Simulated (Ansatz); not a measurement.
# Convergence test for Mg (P6_3/mmc, 4 atoms in the cell)

```xyz
4
Lattice="3.2531 0.0000 0.0000 -1.6265 2.8172 0.0000 0.0000 0.0000 10.5665" Properties=species:S:1:pos:R:3 pbc="T T T"
Mg     0.0000     0.0000     0.0000
Mg     0.0000     0.0000     5.2833
Mg     0.0000     1.8782     2.6416
Mg     1.6265     0.9391     7.9249
```

Method of the run: revPBE, PAW files made with PBE (plane waves; Ansatz, a program for electronic structure).

The starting cell comes from a database of computed structures (which also holds hypothetical and non-ambient phases and stackings), without a prior relaxation at this level. Its lattice was rescaled by a random factor within 2.5 % of one. Ansatz's pressure includes its estimate of the finite-basis (Pulay) stress.

Held fixed: kpoints.mp_grid.grid = 12 12 3; hamiltonian.xc = revpbe; hamiltonian.pseudopotentials = {kind: paw} (the program's default PAW files); scf.occupations.method = fermi_dirac; scf.occupations.width = 0.05 eV.

ΔF is the free energy per atom less that of the last row (840 eV).

The first pressure column holds Ansatz's estimate of the finite-basis (Pulay) stress, which hides part of the cutoff error; the other is without it.

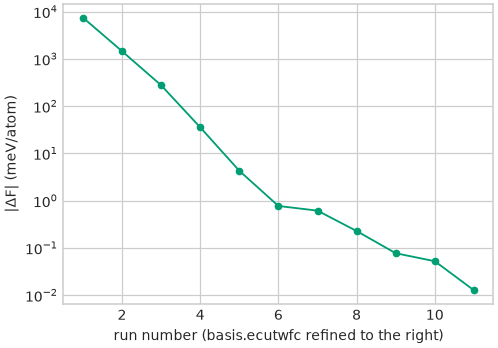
Figure. Size of the energy error against the last run of the series; values under 0.01 meV/atom are drawn at 0.01.

| basis.ecutwfc | ΔF (meV/atom) | pressure (GPa) | pressure at a fixed set of plane waves (GPa) | plane waves | iterations |
|---|---|---|---|---|---|
| 170 eV | 7507.6 | -2.20 | -230.93 | 497 | 7 |
| 210 eV | 1461.4 | -0.96 | -56.00 | 649 | 8 |
| 250 eV | 277.7 | -0.67 | -13.88 | 873 | 6 |
| 295 eV | 35.8 | -0.75 | -3.02 | 1127 | 7 |
| 335 eV | 4.3 | -0.76 | -1.11 | 1351 | 7 |
| 380 eV | 0.77 | -0.77 | -0.79 | 1605 | 7 |
| 420 eV | 0.62 | -0.77 | -0.78 | 1931 | 7 |
| 485 eV | 0.23 | -0.77 | -0.78 | 2347 | 7 |
| 545 eV | 0.08 | -0.77 | -0.77 | 2801 | 7 |
| 630 eV | 0.05 | -0.77 | -0.77 | 3523 | 7 |
| 735 eV | 0.01 | -0.77 | -0.77 | 4385 | 7 |
| 840 eV | 0.00 | -0.77 | -0.77 | 5371 | 7 |

Pressure within 0.5 GPa of the last row: from basis.ecutwfc = 210 eV on; the one before it is off by 1.4 GPa. The value it settles on is -0.8 GPa at this level of theory and with the other settings as held.

Energy within 5 meV/atom of the last row: from basis.ecutwfc = 335 eV on; the one before it is off by 36 meV/atom.

Keys are those of Ansatz 0.2.
